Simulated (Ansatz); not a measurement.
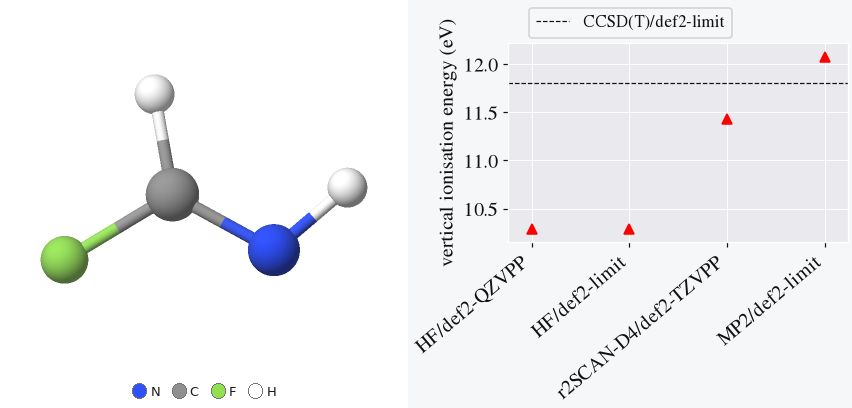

Vertical ionisation energy of CH₂FN, SMILES N(=C\F)/[H], taken as the energy of the cation less that of the neutral at fixed geometry (unrestricted doublet cation, cores frozen in correlated methods, no spin-orbit coupling), the Ansatz code, at a PBE0-D4/def2-TZVP geometry (a minimum by its frequencies). Limit means an estimate of the basis limit from triple and quadruple zeta; for coupled cluster it is either extrapolated directly or built as the MP2 limit plus the step from MP2 in triple zeta.

**What range do the values span, the line included?**

From 10.29 eV (HF/def2-QZVPP) to 12.07 eV (MP2/def2-limit).

**Give the values.**

```csv
level,eV,less CCSD(T)/def2-limit
HF/def2-QZVPP,10.29,−1.52
HF/def2-limit,10.29,−1.51
r2SCAN-D4/def2-TZVPP,11.43,−0.38
MP2/def2-limit,12.07,0.27
CCSD(T)/def2-limit,11.81,0.00
```
